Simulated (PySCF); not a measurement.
B(GeH3)(H)(NMe2), C₂H₁₀BGeN, SMILES CN(C)[BH][GeH3] at its GFN2-xTB optimised geometry (Å):

```
15

B      0.0582    -0.4813     0.0000
Ge    -1.9575    -0.4813     0.0000
H     -2.6404    -1.1624    -1.1491
H     -2.6323    -1.1266     1.1823
H     -2.6293     0.8670     0.0000
H      0.6547    -0.9891    -0.8743
N      0.7867     0.1050     1.0073
C      2.2335     0.1301     1.0470
C      0.2222     0.7726     2.1582
H      2.5966     1.1624     1.0602
H      2.5990    -0.3703     1.9490
H      2.6404    -0.3746     0.1754
H      0.5508     0.2848     3.0812
H      0.5490     1.8166     2.1914
H     -0.8644     0.7465     2.1154
```

Computed with PBE0/def2-TZVP (PySCF). Cells within 0.4 Å of a nucleus heavier than hydrogen are left out (blank, or x).

Map of the HOMO amplitude (bohr^(-3/2)) on the plane z = 0.0 Å; orbital energy -7.76 eV, overall sign arbitrary:

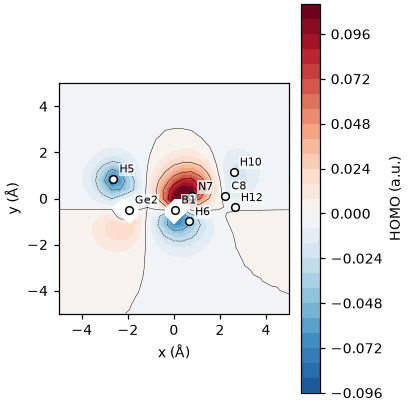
Figure. HOMO amplitude (bohr^(-3/2)) on the plane z = 0.0 Å.
